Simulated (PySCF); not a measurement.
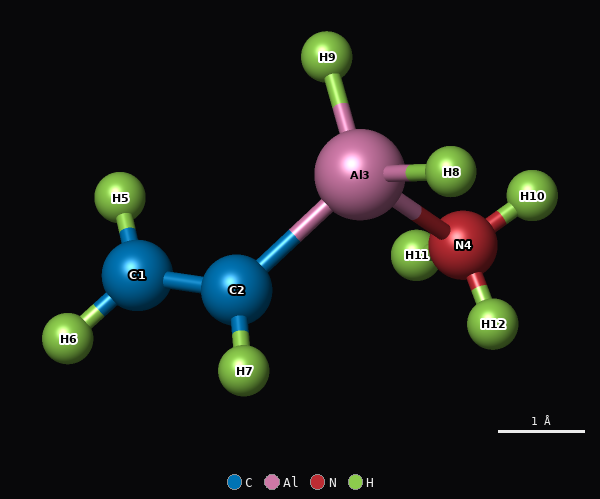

The structure as given in the input (ball-and-stick view, seen at a tilt; atoms are numbered from 1 in the order of the input). Sticks mark near contacts. Bond lengths as drawn: Al–C 1.98 Å, Al–H 1.61 Å, Al–N 2.08 Å, C–C 1.34 Å, C–H 1.10 Å and H–N 1.02 Å.

## What a change does: NMR shielding calculation on C2H8AlN

System: C2H8AlN.
Method of the first run: GIAO HF/pcSseg-2 NMR shielding, non-relativistic, gas phase (PySCF 2.14.0).

The geometry comes from this level: PBE0-D3(BJ)/def2-SVP. Text and figures count atoms from 1; the logs count them from 0 in places.

### Input file, the first run
```
{"job": {"kind": "nmr", "xc": "HF", "basis": "pcSseg-2", "pop": false}, "charge": 0, "multiplicity": 1}
C      2.141753     0.321979     0.236759
C      1.061355    -0.274852     0.766455
Al    -0.400087    -0.990613    -0.354078
N     -1.740028     0.592191    -0.227298
H      2.266387     0.428386    -0.849876
H      2.965793     0.724517     0.842627
H      1.055804    -0.343677     1.866511
H     -1.327169    -2.162238     0.238948
H     -0.115548    -0.947934    -1.936546
H     -2.578210     0.449037    -0.792175
H     -1.288033     1.448270    -0.552428
H     -2.040490     0.754468     0.734794
```

The first line tells a small driver script what to run in PySCF; the rest is the geometry in Å.

Hardware: 1 CPU thread, shared host.

### Output (the first run)
```
final grid: 88280 points
cycle   1  E = -376.7626043504  dE =  6.156e-02  |g| = 3.721e-01  |ddm| = 2.234e+00
cycle   2  E = -376.8129269024  dE = -5.032e-02  |g| = 1.190e-01  |ddm| = 4.720e-01
cycle   3  E = -376.8172000704  dE = -4.273e-03  |g| = 5.337e-02  |ddm| = 1.362e-01
cycle   4  E = -376.8180385657  dE = -8.385e-04  |g| = 9.437e-03  |ddm| = 5.725e-02
cycle   5  E = -376.8180736330  dE = -3.507e-05  |g| = 2.365e-03  |ddm| = 1.197e-02
cycle   6  E = -376.8180774305  dE = -3.797e-06  |g| = 1.088e-03  |ddm| = 3.858e-03
cycle   7  E = -376.8180779850  dE = -5.546e-07  |g| = 3.421e-04  |ddm| = 1.541e-03
cycle   8  E = -376.8180780822  dE = -9.713e-08  |g| = 1.032e-04  |ddm| = 7.516e-04
cycle   9  E = -376.8180780904  dE = -8.242e-09  |g| = 3.735e-05  |ddm| = 2.217e-04
cycle  10  E = -376.8180780916  dE = -1.173e-09  |g| = 1.209e-05  |ddm| = 8.466e-05
cycle  11  E = -376.8180780917  dE = -1.273e-10  |g| = 3.086e-06  |ddm| = 2.952e-05
converged SCF energy = -376.8180780917

GIAO shielding tensors (ppm)
atom      isotropic    diamagn.    paramagn.     s11        s22        s33       span
  0 C       44.104     249.708    -205.603   -106.411     72.297    166.428    272.840
  1 C       31.594     256.167    -224.574   -121.501     23.143    193.140    314.641
  2 Al     462.273     790.539    -328.265    418.175    480.154    488.491     70.316
  3 N      236.737     310.709     -73.972    227.799    236.050    246.362     18.562
  4 H       25.532      31.985      -6.453     21.871     24.832     29.894      8.023
  5 H       25.285      29.617      -4.332     21.617     24.471     29.769      8.152
  6 H       25.095      32.275      -7.180     20.984     26.283     28.019      7.035
  7 H       27.814      29.351      -1.537     25.358     25.964     32.120      6.762
  8 H       27.859      29.978      -2.118     25.547     26.308     31.723      6.177
  9 H       29.591      28.562       1.029     23.987     24.386     40.400     16.413
 10 H       29.651      31.328      -1.677     23.951     25.789     39.211     15.260
 11 H       29.642      30.489      -0.848     23.970     25.371     39.584     15.614
```

The second run used a changed input.

### The two runs side by side

```tsv
quantity	the first run	the second run
outcome	converged	converged
total energy (hartree)	−376.818078	−378.306782
HOMO (eV)	−9.55	−6.99
LUMO (eV)	1.77	−0.93
dipole moment (D)	5.37	5.25
shielding of C1 (ppm)	44.1	30.6
shielding of C2 (ppm)	31.6	15.7
shielding of Al3 (ppm)	462.3	413.3
shielding of N4 (ppm)	236.7	226.5
shielding of H6 (ppm)	25.3	24.8
shielding of H7 (ppm)	25.1	24.6
shielding of H8 (ppm)	27.8	27.3
SCF iterations	11	13
basis functions	263	263
wall time (shared host)	14 s	22 s
```

Which change of the input explains these differences?

The change (lines with − go, lines with + come):
```diff
-"xc": "HF"
+"xc": "B3LYP"
```

The total energies belong to different methods, so their difference says nothing on which is more stable or more accurate. The HOMO goes from −9.55 to −6.99 eV. The LUMO goes from 1.77 to −0.93 eV. The dipole moment goes from 5.37 to 5.25 D. Of all shieldings, the largest change is that of Al3, by −49.0 ppm. The method changes from HF to B3LYP. The SCF takes 13 iterations against 11.

### Output (the second run)
```
coarse grid: 9824 points
cycle   1  E = -378.2312994325  dE = -3.732e-02  |g| = 4.963e-01  |ddm| = 2.276e+00
cycle   2  E = -378.1950938757  dE =  3.621e-02  |g| = 6.233e-01  |ddm| = 8.765e-01
cycle   3  E = -378.2966050221  dE = -1.015e-01  |g| = 8.378e-02  |ddm| = 5.292e-01
cycle   4  E = -378.2979076775  dE = -1.303e-03  |g| = 5.029e-02  |ddm| = 8.342e-02
cycle   5  E = -378.2985509930  dE = -6.433e-04  |g| = 8.106e-03  |ddm| = 3.421e-02
cycle   6  E = -378.2985682777  dE = -1.728e-05  |g| = 1.769e-03  |ddm| = 7.326e-03
cycle   7  E = -378.2985689156  dE = -6.379e-07  |g| = 6.437e-04  |ddm| = 1.459e-03
final grid: 88280 points
cycle   8  E = -378.3067753177  dE = -5.200e-05  |g| = 5.499e-03  |ddm| = 2.465e-02
cycle   9  E = -378.3067703284  dE =  4.989e-06  |g| = 7.147e-03  |ddm| = 7.484e-03
cycle  10  E = -378.3067823495  dE = -1.202e-05  |g| = 3.049e-04  |ddm| = 4.373e-03
cycle  11  E = -378.3067823562  dE = -6.675e-09  |g| = 2.319e-04  |ddm| = 3.138e-04
cycle  12  E = -378.3067823687  dE = -1.251e-08  |g| = 3.570e-05  |ddm| = 1.591e-04
cycle  13  E = -378.3067823690  dE = -2.284e-10  |g| = 1.667e-05  |ddm| = 3.090e-05
converged SCF energy = -378.3067823690

GIAO shielding tensors (ppm)
atom      isotropic    diamagn.    paramagn.     s11        s22        s33       span
  0 C       30.580     250.102    -219.522   -101.712     43.188    150.265    251.977
  1 C       15.684     254.207    -238.524   -125.986     -3.355    176.392    302.378
  2 Al     413.288     793.015    -379.726    373.785    425.864    440.216     66.431
  3 N      226.484     308.529     -82.045    216.406    225.979    237.067     20.661
  4 H       25.141      31.686      -6.545     21.719     24.851     28.853      7.134
  5 H       24.802      29.715      -4.913     21.625     24.391     28.390      6.765
  6 H       24.593      31.724      -7.131     20.108     26.246     27.425      7.318
  7 H       27.293      29.219      -1.926     24.956     25.576     31.346      6.390
  8 H       27.433      29.908      -2.475     25.214     25.974     31.112      5.898
  9 H       29.573      28.811       0.763     24.340     24.842     39.538     15.198
 10 H       29.706      31.204      -1.498     24.467     26.197     38.453     13.985
 11 H       29.667      30.432      -0.764     24.451     25.770     38.780     14.329
```
